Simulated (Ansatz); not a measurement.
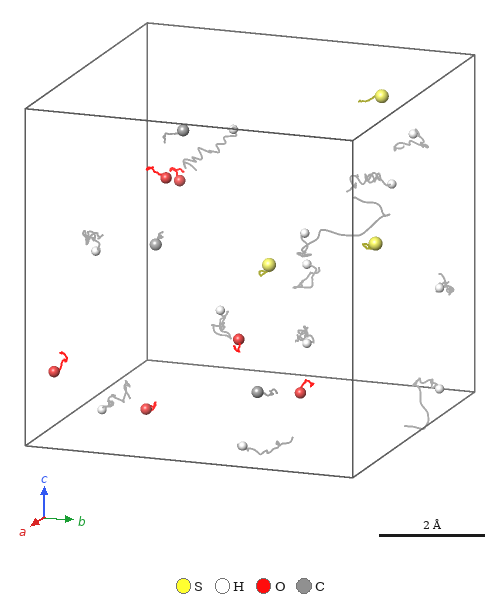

First-principles dynamics of a periodic cell with 3 SH2 + 3 HCOOH at 1.352 g/cm³, 130 fs long. Lines trace each atom's path, in the colour of its element; spheres stand at the starting positions. Seen slightly off an axis in the simulation cell.

Theory: Ansatz, DFT PBEsol, scalar-relativistic, plane waves, PAW. Settings: plane-wave cutoff 420 eV; k-point mesh 1 × 1 × 1; Fermi-Dirac smearing 0.02 eV; low-accuracy preset; Langevin thermostat (NVT); set temperature 400 K; time step 0.5 fs; friction 0.02 per fs.

Question: How do the atoms move?

Answer: Root-mean-square distances from the starting positions over the second half, with the common drift of all atoms taken out: H 0.77 Å, C 0.39 Å, O 0.34 Å, S 0.32 Å. The heavy atoms stay within a fraction of a molecule's size of their starting places, while the hydrogen atoms travel further, as molecules turn; so short a run doesn't tell a liquid from a solid. Over the second half the temperature averages 375 K (spread ±40 K). The potential energy in the second half lies on average 44.6 meV per atom above the first frame.

Limits of the set-up: the program's low-accuracy preset was used; the periodic images lie only 6.7 Å apart, so the values are limited by the cell's size.

The run took about 7 core-minutes on a shared host.
